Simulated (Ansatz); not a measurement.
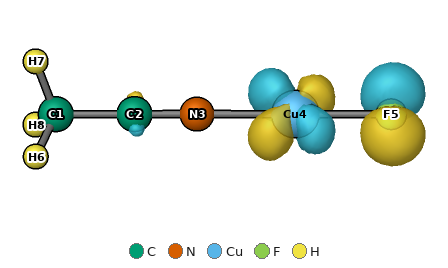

Figure 1: C2H3CuFN (SMILES CC#[N+][Cu-][F]). The HOMO−1 at ±0.2 Å⁻³ᐟ² (yellow and cyan are the two phases), seen from one side.

Geometry: PBE0-D4/def2-TZVP.

The calculation used Ansatz, RKS PBE0-D4/def2-TZVPP.

```xyz
8

C     0.6263   -1.1912    1.0118
C     0.0916   -0.1707    0.1433
N    -0.3340    0.6405   -0.5464
Cu   -1.0078    1.9179   -1.6295
F    -1.6665    3.1635   -2.6841
H     0.2259   -1.0668    2.0195
H     0.3502   -2.1785    0.6374
H     1.7144   -1.1146    1.0481
```

Where does this orbital lie, and at what energy?

Answer. Its weight (Hirshfeld) is mainly on Cu4 (about 55 %) and F5 (about 40 %). Its energy is −6.97 eV.
